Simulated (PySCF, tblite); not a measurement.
**C4H4F4O2: a rotation path, then NMR shifts on frames, part 1 of 2**

How do NMR shifts of C4H4F4O2 (`F[C@@H]1CO[C@@H]1OC(F)(F)F`) change as the atoms move?

Computed with tblite 0.8.0 and PySCF 2.14.0, with density-fitted response routines of our own, on a single molecule in the gas phase. Atoms are numbered from 0 throughout.

## (1) The molecule as given

14 atoms, charge 0, multiplicity 1; geometry from: GFN2-xTB.

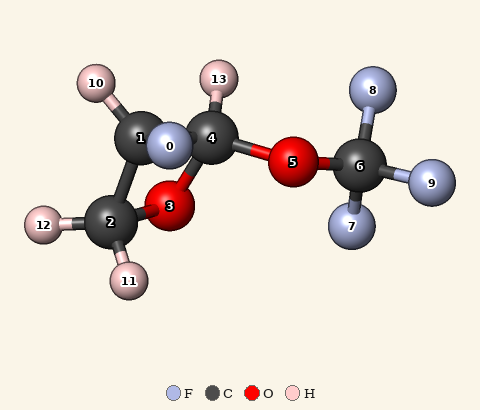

The starting geometry (fluorine light blue, carbon dark grey, oxygen red, hydrogen pink), atoms numbered; sticks join atoms by distance.

## (2) A band between two rotamers with GFN2-xTB

What the job is given:

```
{"job": {"kind": "neb", "xc": "GFN2-xTB", "basis": "xTB", "atoms": [7, 6, 5, 4], "turn": 120}, "charge": 0, "multiplicity": 1}
F     -1.302895     1.521239     1.475721
C     -1.354056     0.810228     0.325580
C     -1.782033    -0.656888     0.446499
O     -0.591367    -1.060620    -0.249893
C     -0.023771     0.218862    -0.178355
O      0.976388     0.332151     0.823228
C      2.171910    -0.160820     0.524660
F      2.191780    -1.482152     0.333034
F      2.695694     0.375381    -0.593042
F      3.011105     0.106025     1.514196
H     -1.889764     1.406044    -0.417379
H     -1.789468    -1.019342     1.476591
H     -2.685174    -0.957666    -0.082842
H      0.370975     0.567084    -1.140137
```

Level: GFN2-xTB climbing-image nudged elastic band, gas phase.

Command:

```console
$ OMP_NUM_THREADS=1 python probes_run.py task.json out
```

The driver reads the jobs from task.json and runs them one after another.

Output:

```text
image   E - E0 / eV
  0      -0.0000
  1       0.0095
  2       0.0323
  3       0.0565
  4       0.0672
  5       0.0558
  6       0.0300
  7       0.0080
  8       0.0000
```

It took 1.7 s on 1 thread of Intel Xeon 6975P-C, shared host; peak memory 0.18 GiB.

The final band, with the dihedral F7–C6–O5–C4:

```tsv
image	dihedral (°)	energy (eV)	energy (kcal/mol)
0	-64	0.000	0.0
1	-51	0.009	0.2
2	-37	0.032	0.7
3	-21	0.057	1.3
4	-4	0.067	1.5
5	13	0.056	1.3
6	30	0.030	0.7
7	44	0.008	0.2
8	56	0.000	0.0
```

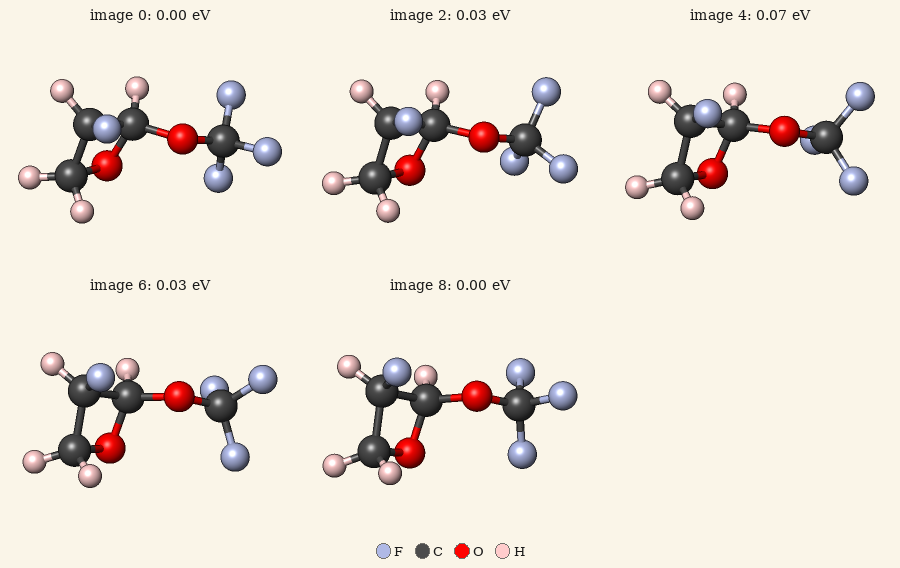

Images along the band.

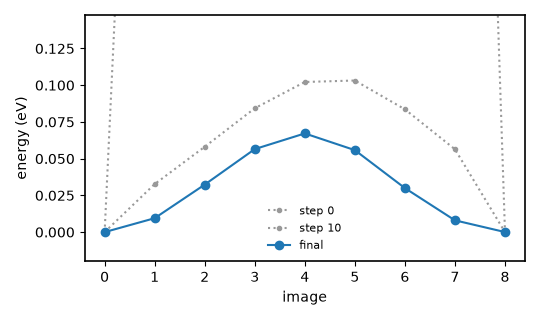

Energy along the band, early and final.

## (3) Nuclear shieldings: image 0, PBE0/pcSseg-1

What the job is given:

```
{"job": {"kind": "nmr", "xc": "PBE0", "basis": "pcSseg-1", "pop": false}, "charge": 0, "multiplicity": 1}
F     -1.302900     1.521200     1.475700
C     -1.354100     0.810200     0.325600
C     -1.782000    -0.656900     0.446500
O     -0.591400    -1.060600    -0.249900
C     -0.023800     0.218900    -0.178400
O      0.976400     0.332200     0.823200
C      2.171900    -0.160800     0.524700
F      2.191800    -1.482200     0.333000
F      2.695700     0.375400    -0.593000
F      3.011100     0.106000     1.514200
H     -1.889800     1.406000    -0.417400
H     -1.789500    -1.019300     1.476600
H     -2.685200    -0.957700    -0.082800
H      0.371000     0.567100    -1.140100
```

Method: GIAO PBE0/pcSseg-1 NMR shielding, non-relativistic, gas phase.

Output:

```text
coarse grid: 13344 points
cycle   1  E = -703.5039519572  dE =  1.982e+00  |g| = 1.209e+00  |ddm| = 3.323e+00
cycle   2  E = -703.2573456350  dE =  2.466e-01  |g| = 1.768e+00  |ddm| = 1.583e+00
cycle   3  E = -703.7448904509  dE = -4.875e-01  |g| = 9.924e-02  |ddm| = 9.989e-01
cycle   4  E = -703.7455714330  dE = -6.810e-04  |g| = 7.726e-02  |ddm| = 9.925e-02
cycle   5  E = -703.7465569829  dE = -9.855e-04  |g| = 9.175e-03  |ddm| = 5.032e-02
cycle   6  E = -703.7465678250  dE = -1.084e-05  |g| = 4.293e-03  |ddm| = 8.570e-03
cycle   7  E = -703.7465707849  dE = -2.960e-06  |g| = 5.980e-04  |ddm| = 3.079e-03
final grid: 135152 points
cycle   8  E = -703.8524218963  dE = -4.854e-05  |g| = 1.328e-02  |ddm| = 2.808e-02
cycle   9  E = -703.8523887934  dE =  3.310e-05  |g| = 1.941e-02  |ddm| = 1.763e-02
cycle  10  E = -703.8524523751  dE = -6.358e-05  |g| = 1.126e-03  |ddm| = 1.066e-02
cycle  11  E = -703.8524525875  dE = -2.124e-07  |g| = 3.421e-04  |ddm| = 9.911e-04
cycle  12  E = -703.8524526036  dE = -1.616e-08  |g| = 1.322e-04  |ddm| = 2.690e-04
cycle  13  E = -703.8524526065  dE = -2.928e-09  |g| = 3.102e-05  |ddm| = 1.050e-04
cycle  14  E = -703.8524526067  dE = -1.316e-10  |g| = 9.844e-06  |ddm| = 2.167e-05
converged SCF energy = -703.8524526067

GIAO shielding tensors (ppm)
atom      isotropic    diamagn.    paramagn.     s11        s22        s33       span
  0 F      386.264     469.552     -83.288    340.582    385.623    432.587     92.005
  1 C      100.095     245.241    -145.146     70.160     90.537    139.588     69.428
  2 C      105.897     248.020    -142.124     75.501     88.201    153.988     78.487
  3 O      264.083     395.911    -131.828    169.201    271.781    351.268    182.068
  4 C       79.635     244.804    -165.170     54.849     81.567    102.488     47.639
  5 O      176.319     400.508    -224.189    142.137    174.794    212.027     69.890
  6 C       56.121     236.160    -180.039     51.305     52.836     64.223     12.918
  7 F      237.514     472.641    -235.126    163.846    203.966    344.731    180.885
  8 F      251.837     472.567    -220.730    164.333    225.982    365.195    200.862
  9 F      244.162     467.083    -222.921    179.507    201.944    351.035    171.528
 10 H       26.190      29.165      -2.975     22.367     26.214     29.989      7.622
 11 H       26.484      28.582      -2.099     23.738     24.631     31.083      7.345
 12 H       26.757      28.150      -1.392     24.066     24.927     31.279      7.214
 13 H       25.630      30.811      -5.181     21.114     27.534     28.243      7.128
```

It took 24 s on 1 thread of Intel Xeon 6975P-C, shared host; peak memory 0.83 GiB.

Shifts follow as δ = σ(reference) − σ, with reference shieldings (ppm) from runs at the same level and on the same kind of geometry: ¹H TMS 31.72, ¹³C TMS 186.9, ¹⁹F CFCl3 170.9, ¹⁷O H2O 336.1. The references are single molecules in the gas phase, so shifts against H2O, NH3, PH3, H3PO4 or CFCl3 are not on the usual liquid scales and can be off by tens of ppm. Each atom is listed at this fixed geometry, with no averaging over motion; a spectrum would average atoms that exchange fast.

```tsv
atoms	environment	σ (ppm)	δ (ppm)
C6	CF3 carbon	56.1	130.8
C4	sp3 carbon bearing two oxygens	79.6	107.3
C1	sp3 CH bonded to F	100.1	86.8
C2	sp3 CH2 bonded to O	105.9	81.0
H13	hydrogen on an sp3 carbon bearing two oxygens	25.63	6.09
H10	hydrogen on an sp3 CH bonded to F	26.19	5.53
H11	hydrogen on an sp3 CH2 bonded to O	26.48	5.23
H12	hydrogen on an sp3 CH2 bonded to O	26.76	4.96
F7	fluorine of an OCF3 group	237.5	-66.6
F9	fluorine of an OCF3 group	244.2	-73.2
F8	fluorine of an OCF3 group	251.8	-80.9
F0	fluorine on an sp3 carbon	386.3	-215.3
O5	ether oxygen	176.3	159.8
O3	ether oxygen	264.1	72.0
```

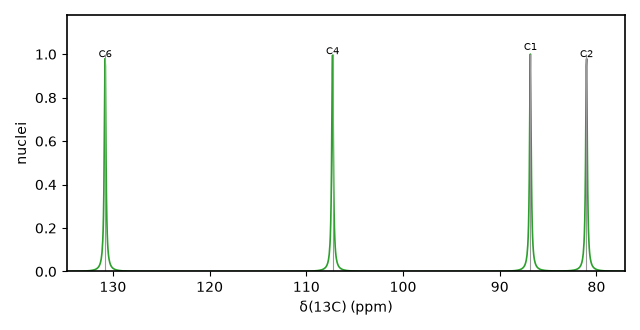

¹³C lines at the computed shifts, without couplings. Lines are broadened to a width of 0.20 ppm (Lorentzian).

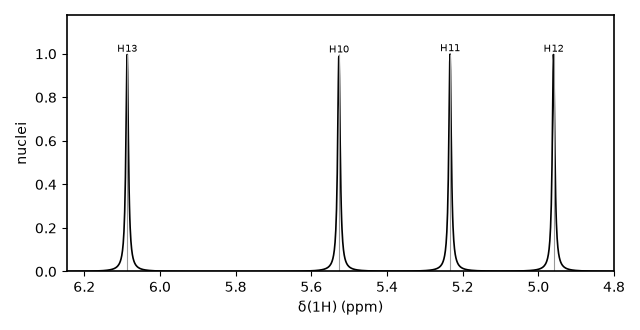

¹H lines at the computed shifts, without couplings. Lines are broadened to a width of 0.01 ppm (Lorentzian).

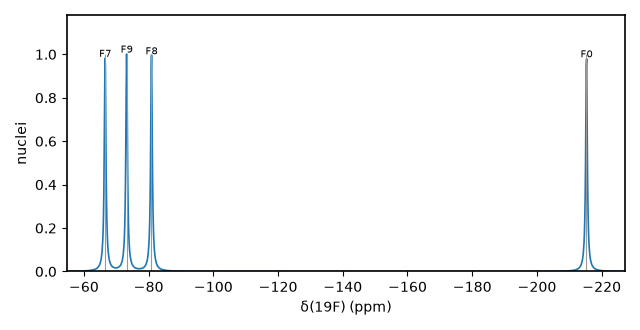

¹⁹F lines at the computed shifts, without couplings. Lines are broadened to a width of 0.59 ppm (Lorentzian).

Ring of atoms C1, C2, O3, C4: NICS(0) -0.4, NICS(1) 0.0, NICS(1)zz 3.3 ppm (means of both faces; NICS(1) differs between them: -1.6 and 1.7).

The two faces differ (NICS(1)zz -0.9 and 7.5 ppm).

The fields below are evaluated on a grid from the run's orbitals.

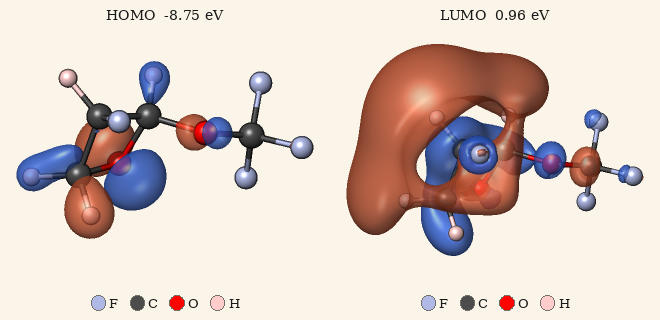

PBE0/pcSseg-1 orbitals near the gap, drawn at the value that encloses 70 % of each; the two colours are the two signs.

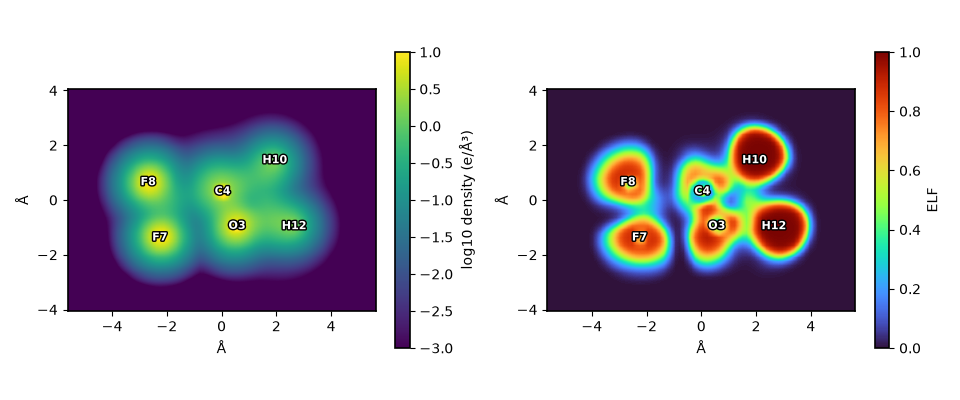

Density (left) and ELF (right) in a plane through or near 6 of the atoms.

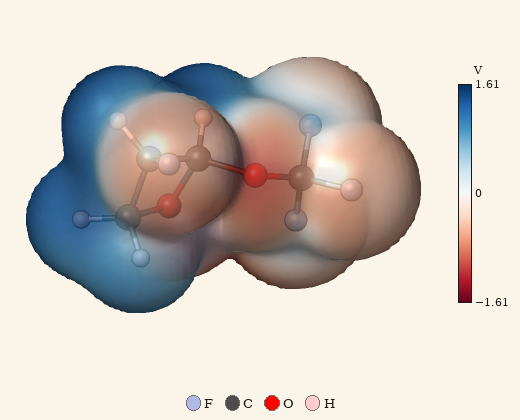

Electrostatic potential on the surface of density 0.002 e/bohr³; red is low, blue high. It runs from -1.18 V near O3 to 1.61 V near H10.

## (4) Nuclear shieldings: image 2, PBE0/pcSseg-1

What the job is given:

```
{"job": {"kind": "nmr", "xc": "PBE0", "basis": "pcSseg-1", "pop": false}, "charge": 0, "multiplicity": 1}
F     -1.279300     1.640600     1.316100
C     -1.358100     0.803500     0.256500
C     -1.773000    -0.643600     0.549800
O     -0.606000    -1.115400    -0.143000
C     -0.037100     0.163700    -0.210300
O      0.966300     0.359100     0.774500
C      2.171500    -0.130100     0.509000
F      2.166700    -1.292200    -0.146600
F      2.908800     0.704000    -0.248200
F      2.836200    -0.309300     1.641200
H     -1.918200     1.310000    -0.533600
H     -1.740200    -0.895200     1.612400
H     -2.688400    -1.006700     0.085700
H      0.350100     0.411100    -1.205600
```

Level: GIAO PBE0/pcSseg-1 NMR shielding, non-relativistic, gas phase.

Output:

```text
coarse grid: 13344 points
cycle   1  E = -703.5011510148  dE =  1.986e+00  |g| = 1.211e+00  |ddm| = 3.329e+00
cycle   2  E = -703.2529029589  dE =  2.482e-01  |g| = 1.772e+00  |ddm| = 1.599e+00
cycle   3  E = -703.7429864623  dE = -4.901e-01  |g| = 1.007e-01  |ddm| = 1.009e+00
cycle   4  E = -703.7436968042  dE = -7.103e-04  |g| = 7.806e-02  |ddm| = 1.015e-01
cycle   5  E = -703.7447039624  dE = -1.007e-03  |g| = 9.093e-03  |ddm| = 5.109e-02
cycle   6  E = -703.7447145667  dE = -1.060e-05  |g| = 4.267e-03  |ddm| = 8.509e-03
cycle   7  E = -703.7447174698  dE = -2.903e-06  |g| = 5.879e-04  |ddm| = 3.038e-03
final grid: 135152 points
cycle   8  E = -703.8514731244  dE = -5.030e-05  |g| = 1.314e-02  |ddm| = 2.584e-02
cycle   9  E = -703.8514409918  dE =  3.213e-05  |g| = 1.916e-02  |ddm| = 1.733e-02
cycle  10  E = -703.8515029568  dE = -6.197e-05  |g| = 1.137e-03  |ddm| = 1.053e-02
cycle  11  E = -703.8515031718  dE = -2.149e-07  |g| = 3.515e-04  |ddm| = 1.012e-03
cycle  12  E = -703.8515031890  dE = -1.727e-08  |g| = 1.300e-04  |ddm| = 2.707e-04
cycle  13  E = -703.8515031918  dE = -2.808e-09  |g| = 3.181e-05  |ddm| = 1.046e-04
cycle  14  E = -703.8515031920  dE = -1.398e-10  |g| = 9.902e-06  |ddm| = 2.175e-05
converged SCF energy = -703.8515031920

GIAO shielding tensors (ppm)
atom      isotropic    diamagn.    paramagn.     s11        s22        s33       span
  0 F      386.052     469.672     -83.619    339.525    386.413    432.220     92.695
  1 C      100.354     244.783    -144.429     70.326     90.527    140.208     69.882
  2 C      106.424     248.177    -141.753     76.516     88.731    154.025     77.509
  3 O      261.307     395.857    -134.550    162.612    271.352    349.957    187.345
  4 C       79.766     244.997    -165.231     54.406     81.223    103.669     49.263
  5 O      177.258     400.948    -223.691    136.571    179.103    216.099     79.529
  6 C       55.814     236.730    -180.916     49.791     53.849     63.803     14.011
  7 F      243.322     473.922    -230.601    173.902    211.088    344.976    171.074
  8 F      241.839     470.678    -228.839    165.434    198.650    361.433    195.999
  9 F      243.222     467.657    -224.434    178.279    201.843    349.546    171.267
 10 H       26.187      29.073      -2.886     22.362     26.216     29.982      7.620
 11 H       26.488      28.610      -2.122     23.813     24.601     31.049      7.237
 12 H       26.794      28.143      -1.349     24.063     24.963     31.357      7.294
 13 H       25.736      30.812      -5.076     21.445     27.246     28.517      7.073
```

Wall time 19 s (1 thread of Intel Xeon 6975P-C, shared host); peak memory 0.9 GiB.

Key values: δ C6 131.1, C4 107.2, C1 86.6, C2 80.5, H13 5.98, H10 5.53 ppm.

(Continued in part 2 of 2.)
